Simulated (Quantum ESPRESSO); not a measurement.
# Magnetic state of FeO (Wuestite) from several starts, part 2 of 2

Wanted: the moments of FeO (Wuestite) and the energy of each order that was tried.

Quantum ESPRESSO 7.5; LDA with U = 4.5 eV on Fe d (ortho-atomic projectors); plane waves with GBRV 1.5 LDA potentials, no spin-orbit coupling.

So far, absolute magnetization (μB): step 2 (run 1, typed as ferro +) 4.03.

The database entry behind the starting cell differs from later determinations by our own check (inexact against later determinations), so it need not match the best structure at ambient conditions.

## 3. Start 2: antiferro q=(0,1/2,1/2) +−

The cell is doubled to 4 atoms to hold this order. The wavevector q is in fractions of the reciprocal vectors of the crystal's primitive cell, as the cells of these inputs are built from it; moments change sign between cells as cos(2π q·R).

File pw.in:

```
&CONTROL
  calculation = 'scf'
  prefix = 'pwscf'
  outdir = './tmp'
  pseudo_dir = './pseudo'
  disk_io = 'nowf'
/
&SYSTEM
  ibrav = 0
  celldm(1) = 8
  nat = 4
  ntyp = 3
  ecutwfc = 40
  ecutrho = 280
  nbnd = 31
  occupations = 'smearing'
  smearing = 'fd'
  degauss = 0.00367493
  nspin = 2
  starting_magnetization(1) = 0.25
  starting_magnetization(2) = -0.25
  starting_magnetization(3) = 0
/
&ELECTRONS
  conv_thr = 8d-09
  electron_maxstep = 150
  mixing_beta = 0.3
/
ATOMIC_SPECIES
Fe1    55.8450 fe_lda_v1.5.uspp.F.UPF
Fe2    55.8450 fe_lda_v1.5.uspp.F.UPF
O      15.9990 o_lda_v1.2.uspp.F.UPF
CELL_PARAMETERS alat
   0.0000000000000    0.5091394611273    0.5091394611273
   1.0182789222546    0.0000000000000    1.0182789222546
   1.0182789222546    0.5091394611273    0.5091394611273
ATOMIC_POSITIONS crystal
Fe1     0.0000000000    0.0000000000    0.0000000000
Fe2     0.0000000000    0.5000000000    0.0000000000
O       0.5000000000    0.0000000000    0.5000000000
O       0.5000000000    0.5000000000    0.5000000000
K_POINTS automatic
8 4 8 0 0 0
HUBBARD {ortho-atomic}
U Fe1-3d 4.5000
U Fe2-3d 4.5000
```

Started as:

```bash
$ OMP_NUM_THREADS=1 mpirun -n 4 pw.x -nk 4 -in pw.in > pw.out
```

What it wrote:

```text
[banner, memory and clock lines left out]
Program PWSCF v.7.5 starts

     Message from routine setup:
     using ibrav=0 with symmetry is DISCOURAGED, use correct ibrav instead

     bravais-lattice index     =            0
     lattice parameter (alat)  =       8.0000  a.u.
     unit-cell volume          =     270.2964 (a.u.)^3
     number of atoms/cell      =            4
     number of atomic types    =            3
     number of electrons       =        44.00
     number of Kohn-Sham states=           31
     kinetic-energy cutoff     =      40.0000  Ry
     charge density cutoff     =     280.0000  Ry
     scf convergence threshold =      8.0E-09
     mixing beta               =       0.3000
     number of iterations used =            8  plain     mixing
     Exchange-correlation= SLA  PZ   NOGX NOGC
                           (   1   1   0   0   0   0   0)
     Hubbard projectors: ortho-atomic
     Hubbard parameters of DFT+U (Dudarev formulation) in eV:
     U(Fe1-3d) =  4.5000
     U(Fe2-3d) =  4.5000

     Internal variables: lda_plus_u =T, lda_plus_u_kind = 0

     Internal variables: orbital_resolved =F, hub_pot_fix =F, apply_U = F

     celldm(1)=   8.000000  celldm(2)=   0.000000  celldm(3)=   0.000000
     celldm(4)=   0.000000  celldm(5)=   0.000000  celldm(6)=   0.000000

     crystal axes: (cart. coord. in units of alat)
               a(1) = (   0.000000   0.509139   0.509139 )
               a(2) = (   1.018279   0.000000   1.018279 )
               a(3) = (   1.018279   0.509139   0.509139 )

     reciprocal axes: (cart. coord. in units 2 pi/alat)
               b(1) = ( -0.982049  0.982049  0.982049 )
               b(2) = ( -0.000000 -0.982049  0.982049 )
               b(3) = (  0.982049  0.982049 -0.982049 )

     PseudoPot. # 1 for Fe read from file:
     fe_lda_v1.5.uspp.F.UPF
     Pseudo is Ultrasoft + core correction, Zval = 16.0

     PseudoPot. # 2 for Fe read from file:
     fe_lda_v1.5.uspp.F.UPF
     Pseudo is Ultrasoft + core correction, Zval = 16.0

     PseudoPot. # 3 for O  read from file:
     o_lda_v1.2.uspp.F.UPF
     Pseudo is Ultrasoft + core correction, Zval =  6.0

     atomic species   valence    mass     pseudopotential
     Fe1              16.00    55.84500     Fe( 1.00)
     Fe2              16.00    55.84500     Fe( 1.00)
     O                 6.00    15.99900     O ( 1.00)

     Starting magnetic structure
     atomic species   magnetization
     Fe1             0.250
     Fe2            -0.250
     O               0.000

     16 Sym. Ops., with inversion, found

   Cartesian axes

     site n.     atom                  positions (alat units)
         1        Fe1    tau(   1) = (   0.0000000   0.0000000   0.0000000  )
         2        Fe2    tau(   2) = (   0.5091395   0.0000000   0.5091395  )
         3        O      tau(   3) = (   0.5091395   0.5091395   0.5091395  )
         4        O      tau(   4) = (   1.0182789   0.5091395   1.0182789  )

     number of k points=    39  Fermi-Dirac smearing, width (Ry)=  0.0037
                       cart. coord. in units 2pi/alat
        k(    1) = (   0.0000000   0.0000000   0.0000000), wk =   0.0039062
        k(    2) = (   0.1227561   0.1227561  -0.1227561), wk =   0.0312500
        k(    3) = (   0.2455123   0.2455123  -0.2455123), wk =   0.0312500
        k(    4) = (   0.3682684   0.3682684  -0.3682684), wk =   0.0312500
        k(    5) = (  -0.4910246  -0.4910246   0.4910246), wk =   0.0078125
        [... 34 further k-points ...]

     Dense  grid:    21495 G-vectors     FFT dimensions: (  32,  64,  54)

     Smooth grid:     9213 G-vectors     FFT dimensions: (  24,  48,  45)

     Check: negative core charge=   -0.000047
     Generating pointlists ...
     new r_m :   0.2100 (alat units)  1.6802 (a.u.) for type    1
     new r_m :   0.2100 (alat units)  1.6802 (a.u.) for type    2
     new r_m :   0.2100 (alat units)  1.6802 (a.u.) for type    3

     Initial potential from superposition of free atoms

     starting charge      42.0000, renormalised to      44.0000

     STARTING HUBBARD OCCUPATIONS:

     =================== HUBBARD OCCUPATIONS ===================
     ------------------------ ATOM    1 ------------------------
     Tr[ns(  1)] (up, down, total) =   5.00000  0.00000  5.00000
     Atomic magnetic moment for atom   1 =   5.00000
     [... lines left out ...]
     ------------------------ ATOM    2 ------------------------
     Tr[ns(  2)] (up, down, total) =   0.00000  5.00000  5.00000
     Atomic magnetic moment for atom   2 =  -5.00000
     [... lines left out ...]
     Number of occupied Hubbard levels =   10.0000

     Atomic wfc used for Hubbard projectors are orthogonalized

     Starting wfcs are   34 randomized atomic wfcs

     Self-consistent Calculation

     iteration #  1     ecut=    40.00 Ry     beta= 0.30
     Davidson diagonalization with overlap
     ethr =  1.00E-02,  avg # of iterations =  2.6

     =================== HUBBARD OCCUPATIONS ===================
     ------------------------ ATOM    1 ------------------------
     Tr[ns(  1)] (up, down, total) =   4.86350  0.65491  5.51841
     Atomic magnetic moment for atom   1 =   4.20859
     [... lines left out ...]
     ------------------------ ATOM    2 ------------------------
     Tr[ns(  2)] (up, down, total) =   0.65443  4.86347  5.51790
     Atomic magnetic moment for atom   2 =  -4.20904
     [... lines left out ...]
     Number of occupied Hubbard levels =   11.0363

     total energy              =    -564.33604817 Ry
     estimated scf accuracy    <       1.54619455 Ry

     total magnetization       =    -0.00 Bohr mag/cell
     absolute magnetization    =     8.56 Bohr mag/cell

     iteration #  2     ecut=    40.00 Ry     beta= 0.30
     Davidson diagonalization with overlap
     ethr =  3.51E-03,  avg # of iterations =  2.7

     total energy              =    -564.74248901 Ry
     estimated scf accuracy    <       0.26429872 Ry

     total magnetization       =     0.00 Bohr mag/cell
     absolute magnetization    =     7.53 Bohr mag/cell

     [... further iterations left out ...]

     iteration # 28     ecut=    40.00 Ry     beta= 0.30
     Davidson diagonalization with overlap
     ethr =  2.34E-11,  avg # of iterations =  1.7

     total energy              =    -564.77641428 Ry
     estimated scf accuracy    <       0.00000001 Ry

     total magnetization       =    -0.03 Bohr mag/cell
     absolute magnetization    =     7.71 Bohr mag/cell

     iteration # 29     ecut=    40.00 Ry     beta= 0.30
     Davidson diagonalization with overlap
     ethr =  2.34E-11,  avg # of iterations =  1.2

     Magnetic moment per site  (integrated on atomic sphere of radius R)
     atom   1 (R=0.210)  charge= 13.5326  magn=  3.5134
     atom   2 (R=0.210)  charge= 13.5230  magn= -3.5356
     atom   3 (R=0.210)  charge=  5.8259  magn= -0.0900
     atom   4 (R=0.210)  charge=  5.8262  magn=  0.0857

     End of self-consistent calculation

     =================== HUBBARD OCCUPATIONS ===================
     ------------------------ ATOM    1 ------------------------
     Tr[ns(  1)] (up, down, total) =   4.94274  1.21377  6.15652
     Atomic magnetic moment for atom   1 =   3.72897
     [... lines left out ...]
     ------------------------ ATOM    2 ------------------------
     Tr[ns(  2)] (up, down, total) =   1.19474  4.94521  6.13996
     Atomic magnetic moment for atom   2 =  -3.75047
     [... lines left out ...]
     Number of occupied Hubbard levels =   12.2965

     [... lines left out ...]
     the Fermi energy is    14.6954 ev

!    total energy              =    -564.77641428 Ry
     estimated scf accuracy    <          7.1E-10 Ry
     smearing contrib. (-TS)   =      -0.00340653 Ry
     internal energy E=F+TS    =    -564.77300775 Ry

     The total energy is F=E-TS. E is the sum of the following terms:
     one-electron contribution =    -273.62824622 Ry
     hartree contribution      =     160.83913414 Ry
     xc contribution           =     -72.22505140 Ry
     ewald contribution        =    -380.05511204 Ry
     Hubbard energy            =       0.29626777 Ry

     total magnetization       =    -0.03 Bohr mag/cell
     absolute magnetization    =     7.71 Bohr mag/cell

     convergence has been achieved in  29 iterations
```

Elapsed: 39 s, on 4 MPI ranks of Intel Xeon Platinum 8488C (Sapphire Rapids), shared host; peak memory 0.42 GiB; 2.6 min of CPU time.

Spin moment in the atom's sphere by atom:

```csv
atom,spin moment in the atom's sphere (μB)
Fe1,3.51
Fe2,-3.54
O3,-0.09
O4,0.09
```

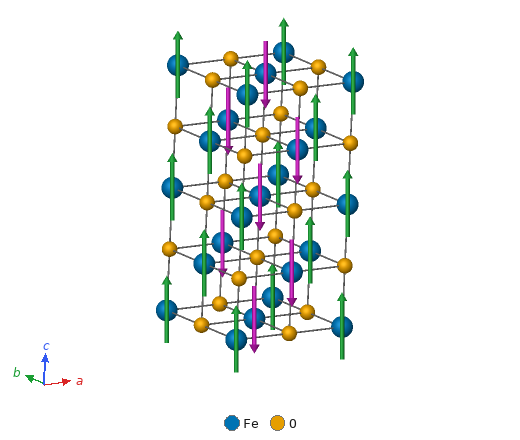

Spin moment in the atom's sphere as arrows, the longest 3.54 μB. Up and down stand for the sign. Arrows give size and sign along the axis of quantisation, drawn up and down the page. The two directions have two colours. 1×1×2 conventional cells are drawn. Some periodic images of atoms are drawn too.

Numbers from this step:

| Item | Value |
| --- | --- |
| smearing term TS | 0.04635 eV |
| magnetization | -0.028 μB |
| absolute magnetization | 7.713 μB |
| final state | antiferromagnetic |

## 4. Start 3: antiferro q=(0,0,1/2) +−

The cell is doubled to 4 atoms to hold this order.

Changes to pw.in since step 3:

```diff
@@ -34,11 +34,11 @@
    0.0000000000000    0.5091394611273    0.5091394611273
-   1.0182789222546    0.0000000000000    1.0182789222546
-   1.0182789222546    0.5091394611273    0.5091394611273
+   0.5091394611273    0.0000000000000    0.5091394611273
+   1.0182789222546    1.0182789222546    0.0000000000000
 ATOMIC_POSITIONS crystal
 Fe1     0.0000000000    0.0000000000    0.0000000000
-Fe2     0.0000000000    0.5000000000    0.0000000000
-O       0.5000000000    0.0000000000    0.5000000000
-O       0.5000000000    0.5000000000    0.5000000000
+Fe2     0.0000000000    0.0000000000    0.5000000000
+O       0.5000000000    0.5000000000    0.2500000000
+O       0.5000000000    0.5000000000    0.7500000000
 K_POINTS automatic
-8 4 8 0 0 0
+8 8 4 0 0 0
 HUBBARD {ortho-atomic}
```

What it wrote:

```text
     [... lines left out ...]
Program PWSCF v.7.5 starts
     [... lines left out ...]
     number of atoms/cell      =            4
     [... lines left out ...]
     number of electrons       =        44.00
     number of Kohn-Sham states=           31
     kinetic-energy cutoff     =      40.0000  Ry
     charge density cutoff     =     280.0000  Ry
     scf convergence threshold =      8.0E-09
     [... lines left out ...]
     12 Sym. Ops., with inversion, found
     [... lines left out ...]
     number of k points=    35  Fermi-Dirac smearing, width (Ry)=  0.0037
     [... lines left out ...]
     iteration # 15     ecut=    40.00 Ry     beta= 0.30
     [... lines left out ...]
     Magnetic moment per site  (integrated on atomic sphere of radius R)
     atom   1 (R=0.210)  charge= 13.5388  magn=  3.4730
     atom   2 (R=0.210)  charge= 13.5388  magn= -3.4730
     atom   3 (R=0.210)  charge=  5.8254  magn=  0.0000
     atom   4 (R=0.210)  charge=  5.8254  magn=  0.0000
     [... lines left out ...]
     Tr[ns(  1)] (up, down, total) =   4.93659  1.22862  6.16521
     [... lines left out ...]
     Tr[ns(  2)] (up, down, total) =   1.22862  4.93659  6.16522
     [... lines left out ...]
     the Fermi energy is    14.2000 ev
!    total energy              =    -564.81877870 Ry
     estimated scf accuracy    <          1.7E-09 Ry
     smearing contrib. (-TS)   =      -0.00176569 Ry
     [... lines left out ...]
     total magnetization       =     0.00 Bohr mag/cell
     absolute magnetization    =     7.49 Bohr mag/cell
     convergence has been achieved in  15 iterations
```

The job ended after 14 s (4 MPI ranks; peak memory 0.4 GiB; 54 s of CPU time).

Spin moment in the atom's sphere by atom:

```csv
atom,spin moment in the atom's sphere (μB)
Fe1,3.47
Fe2,-3.47
O3,0.00
O4,0.00
```

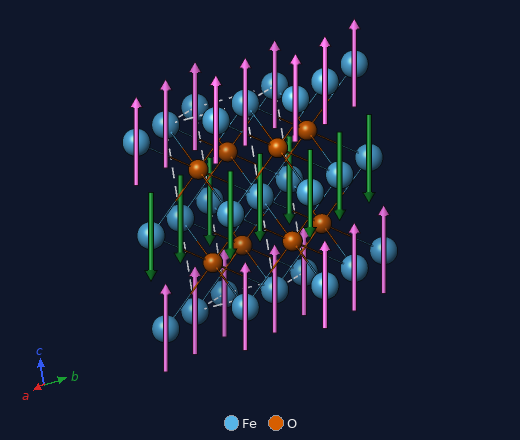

Spin moment in the atom's sphere as arrows, the longest 3.47 μB. Up and down stand for the sign. Arrows give size and sign along the axis of quantisation, drawn up and down the page. The two directions have two colours. Bonds to atoms that aren't drawn are left out. 2×2×1 cells are drawn. Some periodic images of atoms are drawn too.

This step gave:

```
smearing term TS       : 0.02402 eV
magnetization          : 0 μB
absolute magnetization : 7.492 μB
final state            : antiferromagnetic
```

## 5. Ranking

An order is kept where moments of 0.15 μB or more survive with the typed signs; meshes match where a doubled cell samples the same k points as the first cell.

Orders:

```csv
start,final state,typed order kept,energy over the lowest (meV a seeded atom),largest site moment (μB),net moment (μB a cell of the first run),mesh matched,CPU time (s)
ferro +,ferromagnetic,yes,9.475,3.562,4.004,yes,15.33
"antiferro q=(0,1/2,1/2) +-",antiferromagnetic,yes,288.2,3.536,0.01389,yes,154.3
"antiferro q=(0,0,1/2) +-",antiferromagnetic,yes,0,3.473,0,yes,54.18
```

## 6. Fillings of the first corrected shells

```csv
start,type,spin,occupation numbers
ferro +,Fe,up,0.988 0.988 0.988 0.993 0.993
ferro +,Fe,down,0.100 0.100 0.330 0.330 0.330
"antiferro q=(0,1/2,1/2) +-",Fe1,up,0.986 0.986 0.988 0.991 0.992
"antiferro q=(0,1/2,1/2) +-",Fe1,down,0.091 0.095 0.296 0.366 0.366
"antiferro q=(0,1/2,1/2) +-",Fe2,up,0.093 0.096 0.328 0.339 0.339
"antiferro q=(0,1/2,1/2) +-",Fe2,down,0.987 0.987 0.988 0.991 0.992
"antiferro q=(0,0,1/2) +-",Fe1,up,0.985 0.985 0.988 0.989 0.989
"antiferro q=(0,0,1/2) +-",Fe1,down,0.051 0.105 0.105 0.484 0.484
"antiferro q=(0,0,1/2) +-",Fe2,up,0.051 0.105 0.105 0.484 0.484
"antiferro q=(0,0,1/2) +-",Fe2,down,0.985 0.985 0.988 0.989 0.989
```

## 7. Summary of results

| Quantity | Value |
| --- | --- |
| moments, largest by run | 3.56, 3.54, 3.47 μB |
| spread of the energies of the runs with moments | 288 meV a seeded atom |

**Reading.** Under a U these runs seem to end in unlike orbital states: the fillings of their corrected shells differ, or their energies lie too far apart for exchange alone. The differences are then no exchange energies, and the ranking says little of the magnetic order. Seeding all runs from one set of occupation matrices is the usual remedy. The smearing term is large for its width, so states at the Fermi level are partly filled: at this level the cell is a metal or has a gap of a few widths at most. Degenerate orbitals of a corrected shell are partly filled. Whether a state of lower symmetry lies under this one was not tested; under a U it often does.

[Logs and program files are shortened in this print: banners, set-up blocks, solver, clock and traceback lines can be left out without a mark of their own.]

[Logs are printed without paths, hosts, clocks, repeated set-up lines and the standing remarks that a program may print on its own settings, such as how far it seeks lower states.]

[Hosts, paths, dates, database ids (printed as entryN), source tags and the programs' standing remarks are cut or masked in the printed files.]

[Where a cell is said to come from a database of computed structures, the database is the Materials Project.]
